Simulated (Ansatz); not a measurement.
# ClH₃Si···SiH₄: what the fields show

```yaml
atoms:
  - { symbol: Si, position_ang: [-0.9018, 1.5022, 0.0013] }
  - { symbol: Si, position_ang: [0.8386, -1.5638, -0.1144] }
  - { symbol: H, position_ang: [-1.5894, 2.6199, -0.7022] }
  - { symbol: H, position_ang: [-1.8992, 0.6243, 0.6744] }
  - { symbol: Cl, position_ang: [0.3303, 2.3352, 1.4662] }
  - { symbol: H, position_ang: [1.4176, -0.5043, -0.9154] }
  - { symbol: H, position_ang: [-0.0533, 0.7502, -0.8988] }
  - { symbol: H, position_ang: [1.8005, -2.6880, 0.0836] }
  - { symbol: H, position_ang: [0.4429, -1.0083, 1.2172] }
  - { symbol: H, position_ang: [-0.3860, -2.0673, -0.8120] }
```

Not at a stationary point (largest force 1.0 eV/Å).

Theory: RKS PBE0/def2-SVPD (Ansatz 0.2.0).

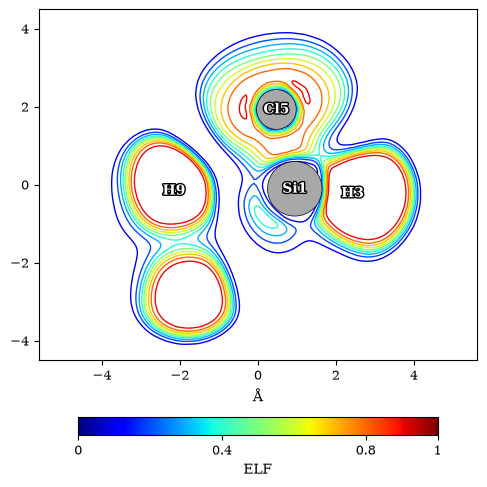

Figure 1. Electron localisation function on the plane of atoms H3, Si1 and Cl5. Grey discs cover the atomic cores.

> Describe what can be read from this map.

The section cuts through Si, H and Cl sites. Si–Cl (2.09 Å): the ELF peaks at about 0.90 between the atoms, as expected for a shared but strongly polarised pair. The ELF also peaks beside Cl5, away from the bonds: lone-pair regions.

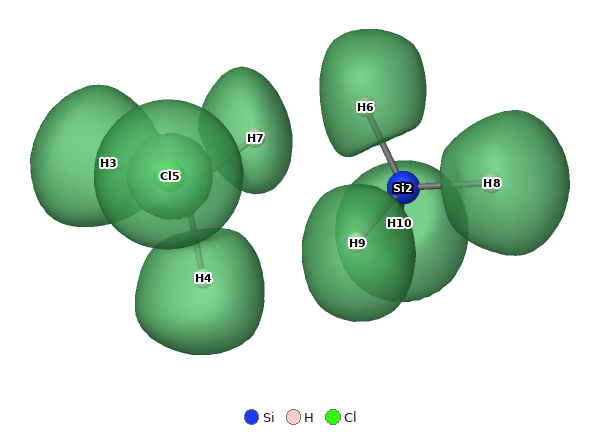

Figure 2. Isosurface of the ELF at 0.8 (green), seen from one side. Core shells and regions of very low density are left out.

> Describe the localisation domains.

At this value the surface marks out seven regions around hydrogen nuclei and one region on Cl in which the atom's valence shell and bonds are merged.


Si2···H7 (2.60 Å): the ELF dips to about 0.10 between them.

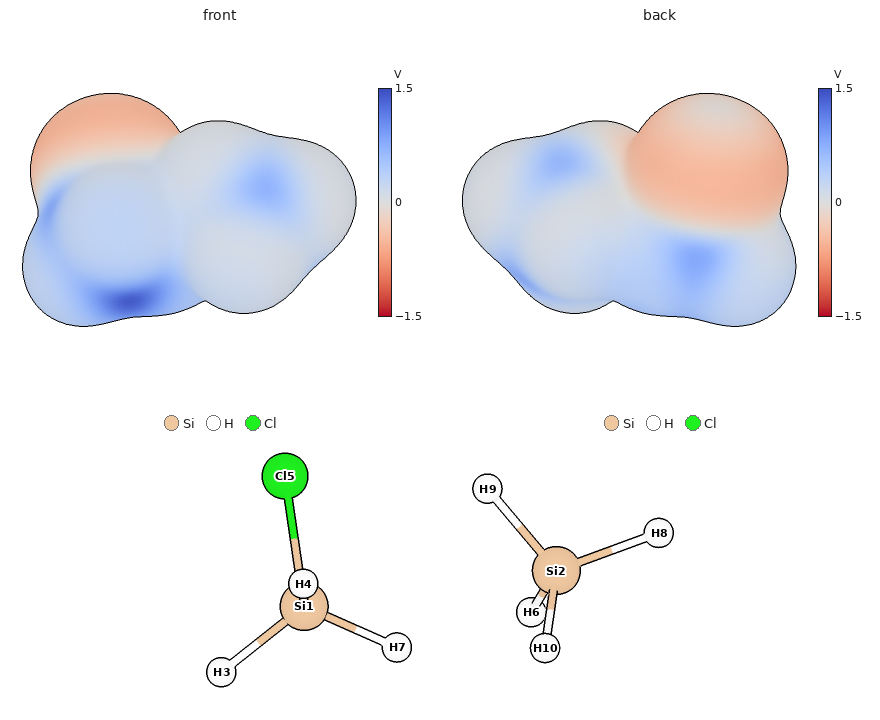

Figure 3. The electrostatic potential painted on the density surface at 0.001 e/bohr³, seen from the front and from behind; the colour scale runs from red (negative) to blue (positive). The bare structure is drawn below in the same view.

> Which sites attract a positive test charge, and which a negative one?

A positive charge is drawn to the negative regions and a negative charge to the positive ones. The most negative region (about −0.5 V) lies over Cl5, the most positive (about +1.3 V) over Si1.

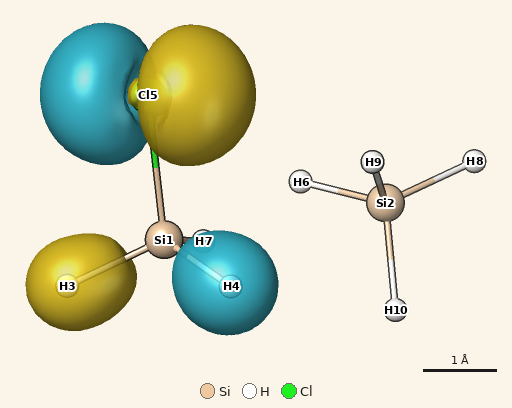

Figure 4. The HOMO−1 at ±0.15 Å⁻³ᐟ² (yellow and cyan are the two phases), seen at a tilt.

> What is the character of this orbital?

Its weight (Hirshfeld) is mainly on Cl5 (about 65 %), Si1 (about 15 %), H4 (about 10 %) and H3 (about 10 %); largely a lone pair of Cl5. Its energy is −9.01 eV.
